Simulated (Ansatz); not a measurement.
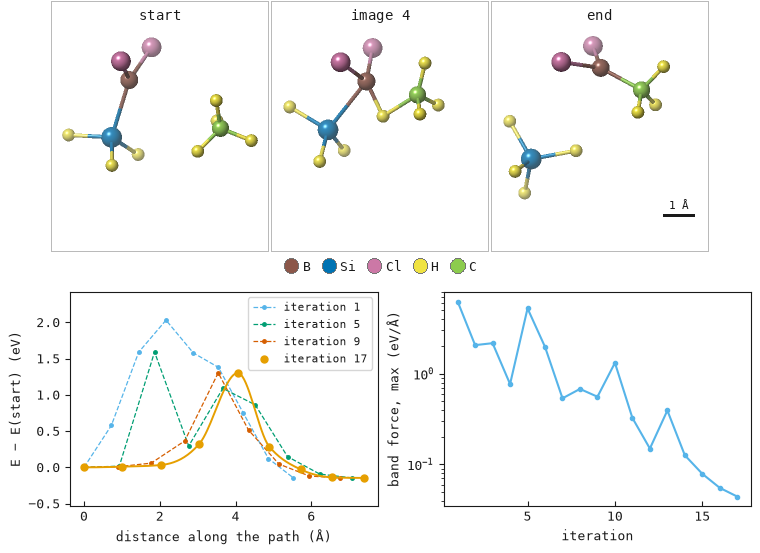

A search for the minimum-energy path of CH7BCl2Si, made up of BSiH3Cl2 and CH$_{4}$ by the nudged elastic band. Images are numbered from 0 (start) to 8 (end). The plot follows the band through its iterations. A ball-and-stick model, seen at a tilt.

Computed with Ansatz 0.2.0, RKS PBE-D4/6-31G*. Set-up: 7 movable images; climbing image; force threshold 0.05 eV/Å; iteration limit 60; spring constant 20.0 eV/Å²; starting path through a guess of the saddle point.

> Judge this run.

The run is converged, with reservations. The band converged in 17 iterations. The largest component of the band force went from 6.3 to 0.044 eV/Å. The climbing image converged on the top of the path. Its curvatures weren't checked. The first iteration put the highest image at 2.03 eV. The energy climbs by 1.30 eV to image 4 and then falls by 1.45 eV, so the end point sits at −0.15 eV.

Limits of the set-up: the start holds two separate molecules, 2.9 Å apart at their closest, whose relative position is a soft coordinate.
